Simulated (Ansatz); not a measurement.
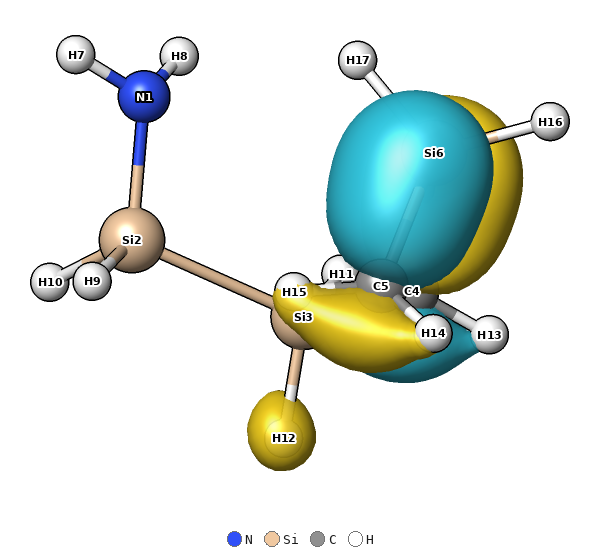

*C₂H₁₁NSi₃. The HOMO at ±0.15 Å⁻³ᐟ² (yellow and cyan are the two phases), seen at a tilt.*

Level of theory: RKS PBE-D4/6-31G* in Ansatz 0.2.0.

The calculation's input:

```
crystal:
  periodic: [false, false, false]
  atoms:
    - { symbol: "N", position_ang: [0.9275, -2.4539, -0.6423] }
    - { symbol: Si, position_ang: [1.7243, -0.9422, -0.4596] }
    - { symbol: Si, position_ang: [0.4319, 0.9178, -1.1032] }
    - { symbol: C, position_ang: [-0.9532, 1.3374, -0.0021] }
    - { symbol: C, position_ang: [-0.7766, 1.6251, 1.4057] }
    - { symbol: Si, position_ang: [-2.0149, -0.0255, 0.547] }
    - { symbol: H, position_ang: [1.4104, -3.1397, -0.1546] }
    - { symbol: H, position_ang: [0.9401, -2.6639, -1.6417] }
    - { symbol: H, position_ang: [2.1267, -0.8647, 1.0083] }
    - { symbol: H, position_ang: [2.938, -1.0891, -1.2771] }
    - { symbol: H, position_ang: [-0.0602, 0.671, -2.443] }
    - { symbol: H, position_ang: [1.3603, 2.1224, -1.1528] }
    - { symbol: H, position_ang: [-1.6387, 2.1184, -0.5404] }
    - { symbol: H, position_ang: [-1.5858, 2.1276, 2.0208] }
    - { symbol: H, position_ang: [-0.1179, 1.0025, 2.0311] }
    - { symbol: H, position_ang: [-3.3383, 0.3603, 1.1055] }
    - { symbol: H, position_ang: [-1.3926, -1.1041, 1.3385] }
basis:
  gaussian: { orbitals: "6-31G*" }
hamiltonian:
  xc: pbe
  dispersion: d4
relax:
  f_tol: 0.015
  max_steps: 40
output:
  orbitals: {}
```

Command:

```sh
ansatz run input.yaml --threads 2 --pin off --max-ram 3072MiB --backend cpu --events-out ev --progress --plain --runs-dir out
```

The fields are those of the relaxed geometry.

Q: What is the character of this orbital?

A: By Hirshfeld shares it lies mainly on Si6 (about 35 %), C4 (about 20 %), C5 (about 20 %) and Si3 (about 5 %). Its energy is −5.52 eV.
